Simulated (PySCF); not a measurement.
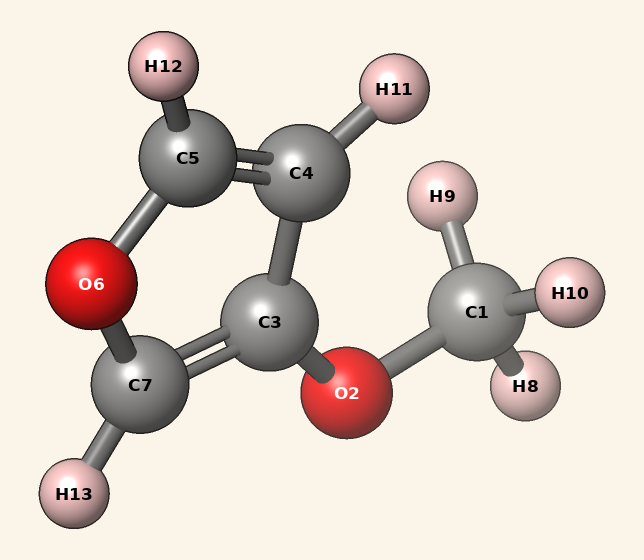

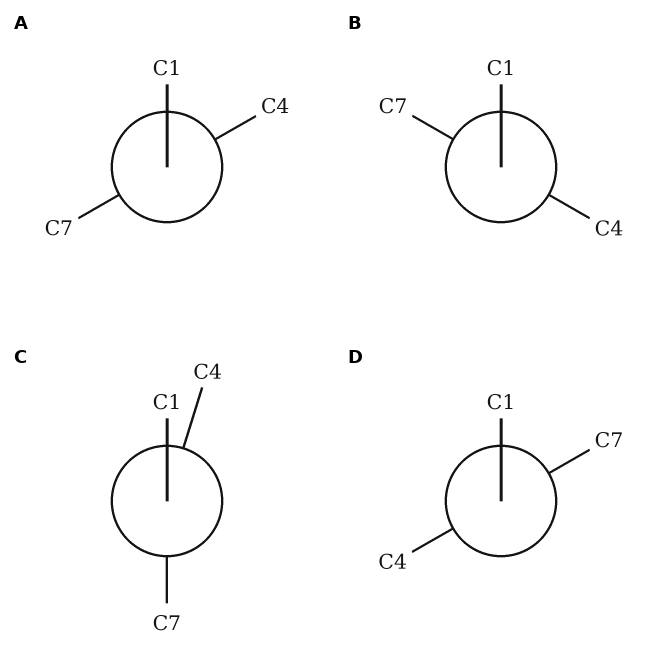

Atoms fade into the background with distance from the viewer. Bonds that would overlap in a projection are set slightly apart. Computed geometry: PBE0-D3(BJ)/def2-SVP optimisation. No frequency run is at hand to confirm it as a minimum.

**Which Newman projection shows the view along O2–C3, with O2 in front?**

C. The torsion angle C1–O2–C3–C4 is 0°, synperiplanar (eclipsed).
